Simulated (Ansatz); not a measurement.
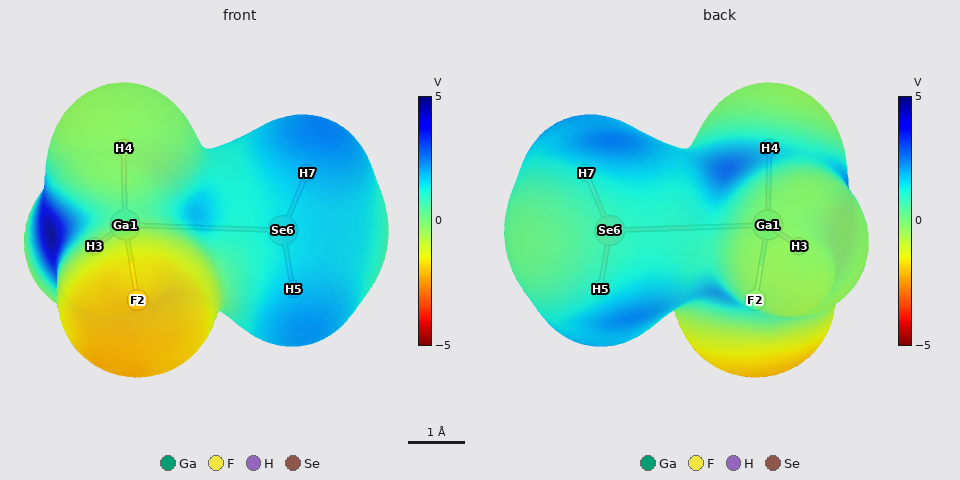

FGaH₄Se. The molecular electrostatic potential painted on the density surface at 0.004 e/bohr³, seen from the front and from behind; red is negative and blue positive.

Computed with RHF/def2-TZVP in Ansatz 0.2.0.

The calculation's input:

```
crystal:
  periodic: [false, false, false]
  atoms:
    - { symbol: Ga, position_ang: [-0.899986, -1.207034, -0.197597] }
    - { symbol: F, position_ang: [0.763957, -1.40302, 0.386435] }
    - { symbol: H, position_ang: [-1.136535, -1.674317, -1.663945] }
    - { symbol: H, position_ang: [-1.888499, -0.675972, 0.884588] }
    - { symbol: H, position_ang: [1.540587, 0.633053, 0.206608] }
    - { symbol: Se, position_ang: [1.108642, 1.911262, -0.422713] }
    - { symbol: H, position_ang: [0.511833, 2.415928, 0.806524] }
basis:
  gaussian: { orbitals: def2-TZVP }
hamiltonian:
  xc: hf
relax:
  f_tol: 0.03
  max_steps: 50
output:
  orbitals: {}
```

Run with:

```sh
ansatz run input.yaml --threads 4 --pin off --max-ram 5120MiB --backend cpu --events-out ev --progress --plain --runs-dir out
```

The fields are those of the run's last geometry, not of the input's.

**Which sites attract a positive test charge, and which a negative one?**

A positive charge is drawn to the negative regions and a negative charge to the positive ones. The most negative region (about −2.2 V) lies over F2, the most positive (about +4.3 V) over Ga1.
